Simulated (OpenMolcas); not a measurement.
# Fe⁴⁺ among point charges: CASSCF and CASPT2 levels and susceptibility, part 2 of 2

How does a field of 5 point charges split the states of Fe⁴⁺, and what χT follows?

OpenMolcas 26.06; ANO-RCC-VDZP, DKH2, active space 4 electrons in 5 orbitals (3d), orbitals: per spin and parity. Surroundings: 5 point charges of -2.6 e arranged as a square pyramid (C4v), 1.78 Å from the ion, with the axial distance 1.531 Å.

### Step 6. State interaction with spin-orbit coupling

a.inp

```
&RASSI
NrOfJobIphs=3 5 45 50
1 2 3 4 5
1 2 3 4 5 6 7 8 9 10 11 12 13 14 15 16 17 18 19 20 21 22 23 24 25 26 27
28 29 30 31 32 33 34 35 36 37 38 39 40 41 42 43 44 45
1 2 3 4 5 6 7 8 9 10 11 12 13 14 15 16 17 18 19 20 21 22 23 24 25 26 27
28 29 30 31 32 33 34 35 36 37 38 39 40 41 42 43 44 45 46 47 48 49 50
IphNames
JOB001
JOB002
JOB003
EJob
SpinOrbit
DIPRint=1.0
SOCoupling=1000.0
Subsets=2
Property=9
'ANGMOM' 1 'ANGMOM' 2 'ANGMOM' 3 'MLTPL  1' 1 'MLTPL  1' 2 'MLTPL  1' 3
'AMFI' 1 'AMFI' 2 'AMFI' 3
SOProperty=3
'ANGMOM' 1 'ANGMOM' 2 'ANGMOM' 3
```

The log of the run:

```text
SPIN-FREE ENERGIES:
  (Shifted by EMIN (a.u.) =      -1283.5402628611)

 SF State       Relative EMIN(au)   Rel lowest level(eV)    D:o, cm**(-1)      L_eff

     1             0.0000000000        0.0000000000              0.0000         2.0
     2             0.0209872194        0.5710913337           4606.1622         2.0
     3             0.0280409184        0.7630322617           6154.2702         2.0
     4             0.0375763438        1.0225044039           8247.0542         2.0
     5             0.0375763438        1.0225044039           8247.0542         2.0
     6             0.1227196313        3.3393712878          26933.8458         4.5
     7             0.1227196313        3.3393712878          26933.8458         4.5
     8             0.1264488754        3.4408491896          27752.3203         4.8
     9             0.1271499176        3.4599255200          27906.1813         4.7
    10             0.1371422146        3.7318297728          30099.2370         4.8
    11             0.1407209249        3.8292114407          30884.6731         4.5
    12             0.1407209249        3.8292114407          30884.6731         4.5
    13             0.1439176517        3.9161988070          31586.2735         3.3
    14             0.1442921559        3.9263895878          31668.4677         4.9
    15             0.1459897084        3.9725823427          32041.0374         3.3
    16             0.1459897084        3.9725823427          32041.0374         3.3
    17             0.1511689569        4.1135168758          33177.7511         4.2
    18             0.1535018768        4.1769988580          33689.7678         3.0
    19             0.1557213495        4.2373937891          34176.8858         4.1
    20             0.1557213495        4.2373937891          34176.8858         4.1
    21             0.1572797603        4.2798003051          34518.9174         3.2
    22             0.1645629370        4.4779856396          36117.3899         3.5
    23             0.1645629370        4.4779856396          36117.3899         3.5
    24             0.1672466390        4.5510128921          36706.3944         4.1
    25             0.1716131198        4.6698308866          37664.7262         4.0
    26             0.1716131198        4.6698308866          37664.7262         4.0
    27             0.1727674908        4.7012429221          37918.0813         3.2
    28             0.1731982023        4.7129631809          38012.6116         4.0
    29             0.1769236684        4.8143382766          38830.2569         4.0
    30             0.1793218254        4.8795954528          39356.5915         3.4
    31             0.1793218254        4.8795954528          39356.5915         3.4
    51             0.1803018566        4.9062634611          39571.6835         5.8
    52             0.1809835795        4.9248140857          39721.3044         5.6
    53             0.1809835795        4.9248140857          39721.3044         5.6
    54             0.1837525316        5.0001611100          40329.0191         5.8
    32             0.1847777557        5.0280588795          40554.0298         3.6
    33             0.1883074860        5.1241077348          41328.7161         3.7
    34             0.1943076046        5.2873792789          42645.5899         3.7
    35             0.1943076046        5.2873792789          42645.5899         3.7
    55             0.1944203751        5.2904479207          42670.3402         4.7
Eigenvalues of complex Hamiltonian:
   -----------------------------------
  (Shifted by EMIN (a.u.) =      -1283.5402628611)

 SO State       Relative EMIN(au)   Rel lowest level(eV)    D:o, cm**(-1)     J-value

     1            -0.0005147135        0.0000000000              0.0000         1.5
     2            -0.0005136862        0.0000279553              0.2255         1.5
     3            -0.0002643662        0.0068122989             54.9449         2.1
     4            -0.0002643662        0.0068122989             54.9449         2.1
     5            -0.0001797683        0.0091143237             73.5120         2.3
     6             0.0207228856        0.5779045116           4661.1142         2.2
     7             0.0208110805        0.5803044189           4680.4708         2.1
     8             0.0208110805        0.5803044189           4680.4708         2.1
     9             0.0210686293        0.5873126768           4736.9962         1.5
    10             0.0210737942        0.5874532226           4738.1298         1.5
    11             0.0270786131        0.7508526686           6056.0352         2.3
    12             0.0272207290        0.7547198387           6087.2260         2.2
    13             0.0272207290        0.7547198387           6087.2260         2.2
    14             0.0276830486        0.7673001964           6188.6934         2.1
    15             0.0276896292        0.7674792631           6190.1377         2.1
    16             0.0363604990        1.0034256520           8093.1737         2.4
    17             0.0363604990        1.0034256520           8093.1737         2.4
    18             0.0368685748        1.0172510970           8204.6834         2.8
    19             0.0375501216        1.0357969318           8354.2657         3.4
    20             0.0379113835        1.0456273666           8433.5535         3.3
    21             0.0379113835        1.0456273666           8433.5535         3.3
    22             0.0383537326        1.0576643011           8530.6379         3.0
    23             0.0384170242        1.0593865529           8544.5288         3.0
    24             0.0387914299        1.0695746511           8626.7013         2.3
    25             0.0387914299        1.0695746511           8626.7013         2.3
    26             0.1217728834        3.3276150319          26839.0252         3.7
    27             0.1221811066        3.3387233525          26928.6199         4.0
    28             0.1223633385        3.3436821349          26968.6152         3.8
    29             0.1223633385        3.3436821349          26968.6152         3.8
    30             0.1224767835        3.3467691307          26993.5135         3.9
    31             0.1226628811        3.3518331045          27034.3572         4.0
    32             0.1260593005        3.4442543829          27779.7851         4.5
    33             0.1260593004        3.4442543824          27779.7851         4.5
    34             0.1262748208        3.4501189892          27827.0863         4.7
    35             0.1268774681        3.4665178588          27959.3521         4.0
    36             0.1268774681        3.4665178592          27959.3521         4.0
    37             0.1271209608        3.4731436333          28012.7926         4.2
    38             0.1366513666        3.7324791858          30104.4749         3.2
    39             0.1366513666        3.7324791858          30104.4749         3.2
    40             0.1368247204        3.7371963832          30142.5216         3.3
    41             0.1396927185        3.8152385883          30771.9745         2.8
Weights of the five most important spin-orbit-free states for each spin-orbit state.

 SO State  Total energy (au)           Spin-free states, spin, and weights
 -------------------------------------------------------------------------------------------------------
    1        -0.000515       1 2.0  0.9835    2 2.0  0.0145    4 2.0  0.0004    5 2.0  0.0004   15 1.0  0.0003
    2        -0.000514       1 2.0  0.9836    2 2.0  0.0144    5 2.0  0.0004    4 2.0  0.0004   15 1.0  0.0003
    3        -0.000264       1 2.0  0.9940    2 2.0  0.0037    5 2.0  0.0008    4 2.0  0.0006   16 1.0  0.0003
    4        -0.000264       1 2.0  0.9940    2 2.0  0.0037    4 2.0  0.0008    5 2.0  0.0006   15 1.0  0.0003
    5        -0.000180       1 2.0  0.9977    5 2.0  0.0008    4 2.0  0.0008   21 1.0  0.0002   15 1.0  0.0001
    6         0.020723       2 2.0  0.9909    4 2.0  0.0039    5 2.0  0.0039    3 2.0  0.0005   18 1.0  0.0003
    7         0.020811       2 2.0  0.9882    1 2.0  0.0038    4 2.0  0.0032    5 2.0  0.0032    3 2.0  0.0005
    8         0.020811       2 2.0  0.9882    1 2.0  0.0038    5 2.0  0.0032    4 2.0  0.0032    3 2.0  0.0005
    9         0.021069       2 2.0  0.9802    1 2.0  0.0148    5 2.0  0.0015    4 2.0  0.0015    3 2.0  0.0007
   10         0.021074       2 2.0  0.9815    1 2.0  0.0148    5 2.0  0.0012    4 2.0  0.0012   22 1.0  0.0003
   11         0.027079       3 2.0  0.9238    5 2.0  0.0364    4 2.0  0.0364    2 2.0  0.0017   13 1.0  0.0006
   12         0.027221       3 2.0  0.9348    5 2.0  0.0313    4 2.0  0.0313    2 2.0  0.0011   13 1.0  0.0005
```

These steps took 20 s in all on 1 thread of Intel Xeon 6975P-C (Granite Rapids), shared host.

Spin-free states:

```tsv
state	degeneracy	E (cm-1)	free-ion L (%)
quintet	1	0	D (100)
quintet	1	4606	D (100)
quintet	1	6154	D (100)
quintet	2	8247	D (100)
triplet	2	26934	H (72)
triplet	1	27752	H (84)
triplet	1	27906	H (83)
triplet	1	30099	H (84)
triplet	2	30885	H (74)
triplet	1	31586	P (52)
triplet	1	31668	H (93)
triplet	2	32041	P (45)
triplet	1	33178	H (49)
triplet	1	33690	F (89)
triplet	2	34177	H (52)
triplet	1	34519	F (81)
triplet	2	36117	F (71)
triplet	1	36706	G (83)
triplet	2	37665	G (68)
triplet	1	37918	F (41)
triplet	1	38013	G (75)
triplet	1	38830	G (98)
triplet	2	39357	G (48)
singlet	1	39572	I (92)
```

With spin-orbit coupling:

| E (cm-1) | Degeneracy | 2S+1 | g |
| --- | --- | --- | --- |
| 0.0 | 1 | 5 |  |
| 0.2 | 1 | 5 |  |
| 54.9 | 2 | 5 | 0.00 0.00 3.51 |
| 73.5 | 1 | 5 |  |
| 4661 | 1 | 5 |  |
| 4680 | 2 | 5 | 0.00 0.00 4.48 |
| 4737 | 1 | 5 |  |
| 4738 | 1 | 5 |  |
| 6056 | 1 | 5 |  |
| 6087 | 2 | 5 | 0.00 0.00 3.99 |
| 6189 | 1 | 5 |  |
| 6190 | 1 | 5 |  |
| 8093 | 2 | 5 | 0.00 0.00 5.81 |
| 8205 | 1 | 5 |  |
| 8354 | 1 | 5 |  |
| 8434 | 2 | 5 | 0.00 0.00 2.18 |
| 8531 | 1 | 5 |  |
| 8545 | 1 | 5 |  |
| 8627 | 2 | 5 | 0.00 0.00 9.99 |
| 26839 | 1 | 3 |  |
| 26929 | 1 | 3 |  |
| 26969 | 2 | 3 | 0.00 0.00 2.47 |
| 26994 | 1 | 3 |  |
| 27034 | 1 | 3 |  |

The table of states holds 24 of 76 computed; the rest, higher up, is left out. Principal g values are given for doublets only; a zero marks a field direction without first-order Zeeman splitting.

Powder χT (cm³ K/mol): 1.60 at 2 K, 1.68 at 5 K, 1.80 at 10 K, 2.03 at 20 K, 2.43 at 50 K, 2.61 at 100 K, 2.67 at 150 K, 2.70 at 200 K, 2.72 at 250 K, 2.73 at 300 K.

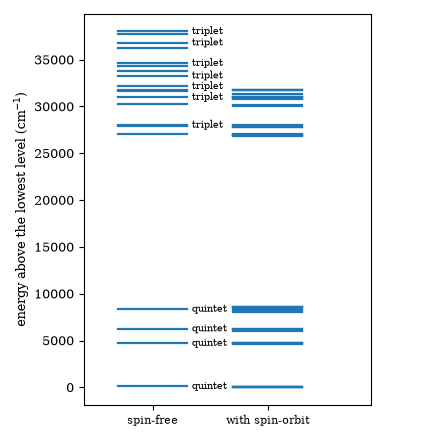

The states in the field without (left) and with (right) spin-orbit coupling.

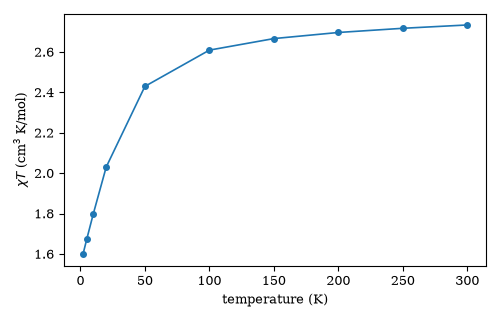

χT against temperature.

### Step 7. CASPT2: IPEA 0.25, imaginary shift 0.1 (closed shells correlated: 3s 3p)

a.inp

```
>>> COPY JOB001 $Project.JobIph
&CASPT2
Multistate=5 1 2 3 4 5
NoMult
Frozen=5
IPEA=0.25
Imaginary=0.1
MaxIter=60
WThr=0.0 0.3 0.05
PrWF=0.5
NoMix
>>> COPY JOB002 $Project.JobIph
&CASPT2
Multistate=45 1 2 3 4 5 6 7 8 9 10 11 12 13 14 15 16 17 18 19 20 21 22
23 24 25 26 27 28 29 30 31 32 33 34 35 36 37 38 39 40 41 42 43 44 45
NoMult
Frozen=5
IPEA=0.25
Imaginary=0.1
MaxIter=60
WThr=0.0 0.3 0.05
PrWF=0.5
NoMix
>>> COPY JOB003 $Project.JobIph
&CASPT2
Multistate=50 1 2 3 4 5 6 7 8 9 10 11 12 13 14 15 16 17 18 19 20 21 22
23 24 25 26 27 28 29 30 31 32 33 34 35 36 37 38 39 40 41 42 43 44 45 46
47 48 49 50
NoMult
Frozen=5
IPEA=0.25
Imaginary=0.1
MaxIter=60
WThr=0.0 0.3 0.05
PrWF=0.5
NoMix
```

The log of the run, shortened:

```text
[...]
      Active orbitals                            5
[...]
      E2 (Variational):          -0.2360782991
      Total energy:           -1283.7763411602
[...]
::    CASPT2 Root  1     Total energy:  -1283.77634116
::    CASPT2 Root  2     Total energy:  -1283.75378500
[...]
::    CASPT2 Root 27     Total energy:  -1283.53312395
::    CASPT2 Root 28     Total energy:  -1283.53310330
::    CASPT2 Root 29     Total energy:  -1283.51806010
::    CASPT2 Root 30     Total energy:  -1283.51324535
```

This run took 6.2 s in all on 1 thread of Intel Xeon 6975P-C (Granite Rapids), shared host.

SS-CASPT2: lowest energy less the reference's lowest, -0.2361 hartree; reference weights 0.952 to 0.968.

States without spin-orbit coupling:

```tsv
state	degeneracy	E (cm-1)	free-ion L (%)
quintet	1	0	D (100)
quintet	1	4951	D (100)
quintet	1	7011	D (100)
quintet	2	8657	D (100)
triplet	1	26664	H (84)
triplet	2	26753	H (72)
triplet	1	27321	H (83)
triplet	1	29058	H (84)
triplet	1	29550	P (52)
triplet	2	30207	P (45)
triplet	2	30493	H (74)
triplet	1	30793	F (89)
triplet	1	31048	H (93)
triplet	1	31112	H (49)
triplet	1	31572	F (81)
triplet	2	32237	H (52)
triplet	2	33880	F (71)
triplet	1	34776	G (83)
triplet	2	35251	G (68)
triplet	1	35362	G (75)
triplet	1	35484	F (41)
triplet	1	36705	G (98)
triplet	2	36775	G (48)
singlet	2	38844	I (81)
```

With spin-orbit coupling:

```json
{"E (cm-1)": "0", "Degeneracy": "1", "2S+1": "5", "g": ""}
{"E (cm-1)": "0", "Degeneracy": "1", "2S+1": "5", "g": ""}
{"E (cm-1)": "52", "Degeneracy": "2", "2S+1": "5", "g": "0.00 0.00 3.55"}
{"E (cm-1)": "70", "Degeneracy": "1", "2S+1": "5", "g": ""}
{"E (cm-1)": "5000", "Degeneracy": "1", "2S+1": "5", "g": ""}
{"E (cm-1)": "5020", "Degeneracy": "2", "2S+1": "5", "g": "0.00 0.00 4.45"}
{"E (cm-1)": "5070", "Degeneracy": "1", "2S+1": "5", "g": ""}
{"E (cm-1)": "5070", "Degeneracy": "1", "2S+1": "5", "g": ""}
{"E (cm-1)": "6860", "Degeneracy": "1", "2S+1": "5", "g": ""}
{"E (cm-1)": "6900", "Degeneracy": "2", "2S+1": "5", "g": "0.00 0.00 4.00"}
{"E (cm-1)": "7030", "Degeneracy": "1", "2S+1": "5", "g": ""}
{"E (cm-1)": "7030", "Degeneracy": "1", "2S+1": "5", "g": ""}
{"E (cm-1)": "8510", "Degeneracy": "2", "2S+1": "5", "g": "0.00 0.00 5.70"}
{"E (cm-1)": "8610", "Degeneracy": "1", "2S+1": "5", "g": ""}
{"E (cm-1)": "8800", "Degeneracy": "1", "2S+1": "5", "g": ""}
{"E (cm-1)": "8860", "Degeneracy": "2", "2S+1": "5", "g": "0.00 0.00 2.28"}
{"E (cm-1)": "8950", "Degeneracy": "1", "2S+1": "5", "g": ""}
{"E (cm-1)": "8960", "Degeneracy": "1", "2S+1": "5", "g": ""}
{"E (cm-1)": "9030", "Degeneracy": "2", "2S+1": "5", "g": "0.00 0.00 9.99"}
{"E (cm-1)": "26590", "Degeneracy": "1", "2S+1": "3", "g": ""}
{"E (cm-1)": "26650", "Degeneracy": "2", "2S+1": "3", "g": "0.00 0.00 3.04"}
{"E (cm-1)": "26680", "Degeneracy": "1", "2S+1": "3", "g": ""}
{"E (cm-1)": "26730", "Degeneracy": "1", "2S+1": "3", "g": ""}
{"E (cm-1)": "26780", "Degeneracy": "2", "2S+1": "3", "g": "0.00 0.00 2.52"}
```

Powder χT (cm³ K/mol): 1.63 at 2 K, 1.71 at 5 K, 1.84 at 10 K, 2.08 at 20 K, 2.47 at 50 K, 2.64 at 100 K, 2.69 at 150 K, 2.72 at 200 K, 2.74 at 250 K, 2.75 at 300 K.

### Step 8. The methods side by side

A. CASSCF
B. SS-CASPT2, IPEA 0.25, imaginary shift 0.1 (closed shells correlated: 3s 3p)

```tsv
method	ground state	first state of that spin (cm-1)	first gap with spin-orbit (cm-1)	χT at 300 K
A	quintet	quintet 4606	0.2	2.73
B	quintet	quintet 4951	0.2	2.75
```

### Step 9. Summary of results

The summary covers parts 1 to 2.

| quantity | value |
| --- | --- |
| method | SS-CASPT2, IPEA 0.25, imaginary shift 0.1 (closed shells correlated: 3s 3p) |
| spin-free ground state | quintet, 1-fold in its orbital part |
| first state of the same spin within the active space | quintet at 4950 cm⁻¹ |
| lowest level | 1-fold |
| next level | 0.2 cm⁻¹ |
| χT at 300 K | 2.75 cm³ K/mol |
| effective moment at 300 K | 4.69 μB |

Cost by method:

```tsv
method	time of its own steps	time with the reference
A. CASSCF	20 s	20 s
B. SS-CASPT2, IPEA 0.25, imaginary shift 0.1, +3s 3p	6.2 s	26 s
```

Times are of one thread on a shared host.

The spin-free ground state (quintet) comes to 100 % from free-ion D terms and keeps the highest spin of the shell. χT at 300 K is 2.75, against 3.01 cm³ K/mol for the spin alone, so spin-orbit coupling lowers it. An active space of the d shell alone favours high spin; real ions in strong fields can be low spin. The field of point charges can differ much from that of real complexes. With metal d orbitals alone active, the gaps between spin states are rough; where two lie within a few thousand cm-1, their order is open. Point charges carry no covalency, so the field is a model and not that of real ligands.
